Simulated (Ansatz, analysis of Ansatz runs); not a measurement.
# Can an added electron hop between Mn atoms in Cs2MnF5 (P4/mmm)?

Aim: the energy barrier that a trapped electron meets when it moves from one Mn atom to another one nearby in Cs2MnF5 (P4/mmm). The model is a cell of 48 host atoms.

Program: Ansatz 0.2.0. Level of theory: plane-wave PAW DFT, PBEsol+U; relaxation of all atoms of a supercell at fixed charge in a uniform background; PAW set soft_1. Results are calculated unless marked as measured.

## Step 1: The structure

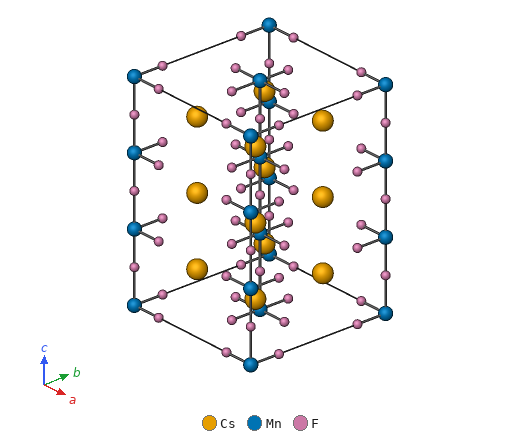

The starting structure, seen from a free direction (caesium orange, manganese blue, fluorine pink). Some periodic images of atoms are drawn too.

The cell holds 48 atoms: 12 Cs, 6 Mn and 30 F. Its edges and angles: a = 8.950 Å, b = 8.950 Å, c = 12.807 Å, α = 90.0°, β = 90.0°, γ = 90.0°. It derives from Cs2MnF5 (space group P4/mmm). Nearest the centre at fractional (0.500, 0.500, 0.500): F30 at 0.00 Å, Mn22 at 2.13 Å, Mn38 at 2.13 Å, F23 at 2.84 Å, F26 at 2.84 Å, F32 at 2.84 Å, F28 at 2.84 Å, F39 at 2.84 Å.

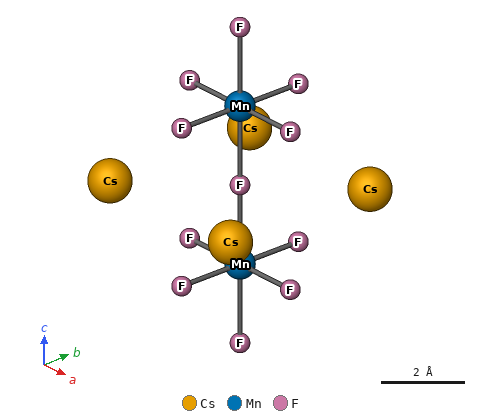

The atoms within 5 Å of the centre.

Hubbard terms: Mn d 4.0 eV. They were chosen, not fitted, to curb self-interaction in the shells named, the trial site's among them. The two sites are Mn38 and Mn22. The cell's shortest repeat is 9.0 Å. The host's moments were started ferromagnetic, high spin; both sites carry the same spin direction.

## Step 2: The cell without the carrier

The neutral cell is relaxed first, from small random displacements, so that bond lengths and moments with the carrier can be set beside those of a relaxed cell without it.

Input file neutral.relax/input.yaml:

```yaml
crystal:
  lattice:
    - [6.32862502, 6.32862502, 0.0]
    - [-6.32862502, 6.32862502, 0.0]
    - [0.0, 0.0, 12.80661846]
  atoms:
    - { symbol: Cs, position: [0.25, 0.25, 0.166667] }
    - { symbol: Cs, position: [0.75, 0.75, 0.166667] }
    - { symbol: Cs, position: [0.25, 0.75, 0.166667] }
    - { symbol: Cs, position: [0.75, 0.25, 0.166667] }
    - { symbol: Mn, position: [0.0, 0.0, 0.0], spin: 4.0 }
    - { symbol: Mn, position: [0.5, 0.5, 0.0], spin: 4.0 }
    - { symbol: F, position: [0.290849, 0.5, 0.0] }
    - { symbol: F, position: [0.790849, 0.0, 0.0] }
    - { symbol: F, position: [0.0, 0.790849, 0.0] }
    - { symbol: F, position: [0.5, 0.290849, 0.0] }
    - { symbol: F, position: [0.0, 0.209151, 0.0] }
    - { symbol: F, position: [0.5, 0.709151, 0.0] }
    - { symbol: F, position: [0.0, 0.0, 0.166667] }
    - { symbol: F, position: [0.5, 0.5, 0.166667] }
    - { symbol: F, position: [0.209151, 0.0, 0.0] }
    - { symbol: F, position: [0.709151, 0.5, 0.0] }
    - { symbol: Cs, position: [0.25, 0.25, 0.5] }
    - { symbol: Cs, position: [0.75, 0.75, 0.5] }
    - { symbol: Cs, position: [0.25, 0.75, 0.5] }
    - { symbol: Cs, position: [0.75, 0.25, 0.5] }
    - { symbol: Mn, position: [0.0, 0.0, 0.333333], spin: 4.0 }
    - { symbol: Mn, position: [0.5, 0.5, 0.333333], spin: 4.0 }
    - { symbol: F, position: [0.290849, 0.5, 0.333333] }
    - { symbol: F, position: [0.790849, 0.0, 0.333333] }
    - { symbol: F, position: [0.0, 0.790849, 0.333333] }
    - { symbol: F, position: [0.5, 0.290849, 0.333333] }
    - { symbol: F, position: [0.0, 0.209151, 0.333333] }
    - { symbol: F, position: [0.5, 0.709151, 0.333333] }
    - { symbol: F, position: [0.0, 0.0, 0.5] }
    - { symbol: F, position: [0.5, 0.5, 0.5] }
    - { symbol: F, position: [0.209151, 0.0, 0.333333] }
    - { symbol: F, position: [0.709151, 0.5, 0.333333] }
    - { symbol: Cs, position: [0.25, 0.25, 0.833333] }
    - { symbol: Cs, position: [0.75, 0.75, 0.833333] }
    - { symbol: Cs, position: [0.25, 0.75, 0.833333] }
    - { symbol: Cs, position: [0.75, 0.25, 0.833333] }
    - { symbol: Mn, position: [0.0, 0.0, 0.666667], spin: 4.0 }
    - { symbol: Mn, position: [0.5, 0.5, 0.666667], spin: 4.0 }
    - { symbol: F, position: [0.290849, 0.5, 0.666667] }
    - { symbol: F, position: [0.790849, 0.0, 0.666667] }
    - { symbol: F, position: [0.0, 0.790849, 0.666667] }
    - { symbol: F, position: [0.5, 0.290849, 0.666667] }
    - { symbol: F, position: [0.0, 0.209151, 0.666667] }
    - { symbol: F, position: [0.5, 0.709151, 0.666667] }
    - { symbol: F, position: [0.0, 0.0, 0.833333] }
    - { symbol: F, position: [0.5, 0.5, 0.833333] }
    - { symbol: F, position: [0.209151, 0.0, 0.666667] }
    - { symbol: F, position: [0.709151, 0.5, 0.666667] }
basis:
  ecutwfc: 420
  xc_grid: 2
hamiltonian:
  xc: pbesol
  hubbard:
    sites: [{ species: Mn, l: d, u_eff: 4.0 }]
    projectors: ortho-atomic
  pseudopotentials: { kind: paw, azcp: { folder: soft_1 }, xc_functional: pbe }
kpoints:
  mp_grid: { grid: [1, 1, 1] }
magnetization:
  spin_polarized: true
  initial_magnetization: 24
  spin_locking: { lock_magnetization: hard }
scf:
  occupations: { method: fermi_dirac, width: 0.01 }
  max_iter: 120
  lower_state_search: "off"
output:
  forces: true
relax:
  f_tol: 0.02
  max_steps: 70
  random_displacement: { amplitude: 0.04, seed: 6042 }
checkpoint:
  write: "../neutral.relax.run"
  compress: false
  write_wavefunctions: true
  write_every: 100000
```

On the command line:

```console
$ ansatz run input.yaml --threads 4 --pin off --max-ram 9420MiB --backend cpu --events-out ev --progress --plain --runs-dir out
```

Numbers of over 12 decimals in the logs are rounded to 6 here.

What it wrote:

```text
[... repeated set-up lines and file paths are left out, and long positions are rounded to six places ...]
Engine: ansatz 0.2.0, x86_64-unknown-linux-gnu
Pseudopotentials: kind: paw
Pseudopotential: Cs, paw, valence charge 9, recommended cutoff 420 eV (normal), soft_1/Cs.paw.azcp
Pseudopotential: Mn, paw, valence charge 15, recommended cutoff 420 eV (normal), soft_1/Mn.paw.azcp
Pseudopotential: F, paw, valence charge 7, recommended cutoff 420 eV (normal), soft_1/F.paw.azcp
Functional definition: PBEsol
  exchange = pbesol_x
  correlation = pbesol_c
Crystal: 48 atoms, lattice volume = 1025.848 Å³
Basis set: ecut = 420 eV, 20003 PW (Γ), exchange–correlation on 120×120×180 points (8 copies of the dense FFT grid, shifted against one another)
Bands: 264, of which v1, the nominal top of the filled ones, is band 204 counted from 1 (203 counted from 0)
Symmetry: 1 space group operations
k-points: 1
Non-local potential: Cs, projectors of the file, l = 0: 3, l = 1: 2, l = 2: 2, l = 3: 2
Non-local potential: Mn, projectors of the file, l = 0: 3, l = 1: 2, l = 2: 3, l = 3: 1
Non-local potential: F, projectors of the file, l = 0: 2, l = 1: 2, l = 2: 1
PAW form: soft (Blöchl's): semilocal exchange-correlation on the pseudo side does not see the compensation charge
PAW frozen core: Cs, regenerated for the run's functional, and the local potential with it (the file was generated under x = pbe(κ = 0.804, μ = 0.219515), c = pbe(β = 0.066725))
PAW frozen core: Mn, regenerated for the run's functional, and the local potential with it (the file was generated under x = pbe(κ = 0.804, μ = 0.219515), c = pbe(β = 0.066725))
[...]
atom  32  F      0.00044056     0.00043611    -0.00007163
  [... 5 atoms left out ...]
  atom  38  Mn     0.00032535    -0.00002060     0.00053675
  atom  39  F      0.00060633    -0.00027716     0.00127946
  [... 2 atoms left out ...]
  atom  42  F      0.00081925     0.00026685     0.00018495
  [... 1 atom left out ...]
  atom  44  F      0.00002492    -0.00019642     0.00006158
  [... 4 atoms left out ...]
  max |Σ_I F_I| component: 8.07e-5 eV/Å
--- Band table (eV) ---
  k-point 0 ↑: bands = ["-77.8588", "-77.8587", "-77.8586", "-77.8584", [... 256 left out ...] "12.2192", "12.2193", "12.3676", "12.3678"]
  k-point 0 ↓: bands = ["-73.6061", "-73.6060", "-73.6059", "-73.6057", [... 256 left out ...] "12.2522", "12.3742", "12.3743", "12.5297"]
Occupation matrices written to <dir>
--- Relaxed structure (4 steps of the walk, 4 accepted, 0 SCFs on fresh bases) ---
  F+E_penalty+E_count = -114292.89147004 eV   max|allowed force component| = 1.560e-3 eV/Å
  atoms:
    - { symbol: Cs, position: [0.250535, 0.249997, 0.166424] }
    - { symbol: Cs, position: [0.750034, 0.750450, 0.166482] }
    [... 19 atoms left out ...]
    - { symbol: Mn, position: [0.500300, 0.500340, 0.333162] }
    - { symbol: F, position: [0.291193, 0.500208, 0.333347] }
    [... 2 atoms left out ...]
    - { symbol: F, position: [0.500439, 0.291188, 0.333263] }
    [... 1 atom left out ...]
    - { symbol: F, position: [0.500169, 0.709500, 0.333049] }
    [... 1 atom left out ...]
    - { symbol: F, position: [0.500671, 0.500579, 0.499800] }
    [... 1 atom left out ...]
    - { symbol: F, position: [0.709430, 0.500472, 0.332999] }
    [... 5 atoms left out ...]
    - { symbol: Mn, position: [0.500301, 0.500398, 0.666448] }
    - { symbol: F, position: [0.291171, 0.500400, 0.666260] }
    [... 2 atoms left out ...]
    - { symbol: F, position: [0.500295, 0.291269, 0.666370] }
    [... 1 atom left out ...]
    - { symbol: F, position: [0.500301, 0.709530, 0.666540] }
    [... 4 atoms left out ...]
[key lines of the parts left out:]
SCF converged after 8 iterations
Magnetization: 24.0000 μB (216.0000 up, 192.0000 down)
Free energy (F): -114292.891470 eV
Fermi energy:    4.171730 (↑ 4.171730, ↓ 4.244765) eV
```

It took 31 s on 4 threads of INTEL XEON PLATINUM 8581C at 2.10GHz (Emerald Rapids), shared host; peak memory 1.8 GiB; 2 min of CPU time.

The largest displacement from an ideal site is 0.005 Å.

(Continued in part 2 of 3.)

[Logs are printed without paths, hosts, clocks, repeated set-up lines and the standing remarks that a program may print on its own settings, such as how far it seeks lower states.]

[Hosts, paths, dates, database ids (printed as entryN), source tags and the programs' standing remarks are cut or masked in the printed files.]
